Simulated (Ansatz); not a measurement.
# Group exchange: C4H10 + HOI → C4H9I + H2O

Species: C4H10 (isobutane) `CC(C)C`, singlet; HOI (hypoiodous acid) `OI`, singlet; C4H9I (tert-butyl iodide) `CC(C)(C)I`, singlet; H2O (water) `O`, singlet. The partners trade H for I: C–H and O–I bonds give way to C–I and O–H.

Shapes, held fixed at every level: PBE0-D4/def2-TZVP. Programs: Ansatz 0.2.0. The zero-point and thermal change to 298 K, harmonic and unscaled (PBE0-D4/def2-TZVP), is -0.6 kJ/mol.

**What was measured.** Tabulated heats of formation (Active Thermochemical Tables, CRC Handbook of Chemistry and Physics): C4H10 -135.4 (ATcT); HOI -61.3 (ATcT); C4H9I -72.1 (CRC); H2O -241.8 (ATcT) kJ/mol, which give ΔH(298 K) = -117.3 kJ/mol.

```csv
level,kind,ΔH (kJ/mol),computed − measured
HF/def2-SVP,Hartree–Fock,-121.8,-4.5
PBE-D4/def2-TZVPP,GGA,-109.4,+7.9
r2SCAN-D4/def2-TZVPP,meta-GGA,-116.7,+0.6
B3LYP-D4/def2-TZVPP,global hybrid,-109.4,+7.9
PBE0-D4/def2-TZVPP,global hybrid,-119.3,-2.0
wB97M-V/def2-TZVPP,range-separated hybrid,-115.5,+1.8
wB97X-V/def2-TZVPP,range-separated hybrid,-111.1,+6.1
CCSD(T)/def2-TZVPP,coupled cluster or CI,-127.3,-10.0
```

Nearest: r2SCAN-D4/def2-TZVPP (+0.6); farthest: CCSD(T)/def2-TZVPP (-10.0). 7 of 8 levels lie within 10 kJ/mol. The heats of C4H9I come from older tables and can be uncertain by 10 kJ/mol or more. For atoms past krypton def2 sets carry core potentials with scalar relativity. Outer-core shells of I are correlated, in sets that cover them unevenly.

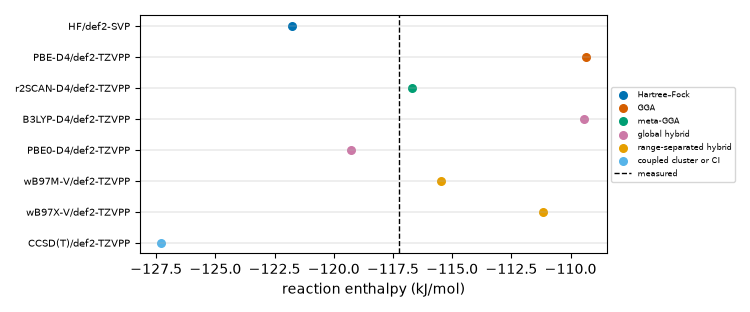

The values of the table, level by level.
